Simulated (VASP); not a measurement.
Band structure of ZnCdSeS (space group P3m1). These are PBEsol GGA, VASP's PBE PAW potentials (set 64) (plane waves; VASP) values and carry that method's errors.

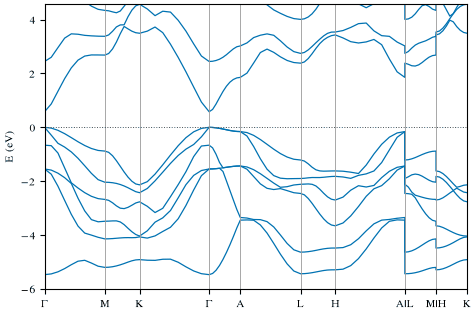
*Bands along high-symmetry lines, zero at the valence-band maximum or, without a gap, the Fermi level*

### Question
Read the plot: is there a gap, and where are the band edges?

### Answer
The gap is direct, 0.58 eV, from the valence maximum at Γ to the conduction minimum at Γ. (Edges off the drawn lines would not show.)

The structure comes from a computed database's ZnCdSeS entry (P3m1); how it stands against other phases isn't given here. It was relaxed first, which changed the volume by -6 %.
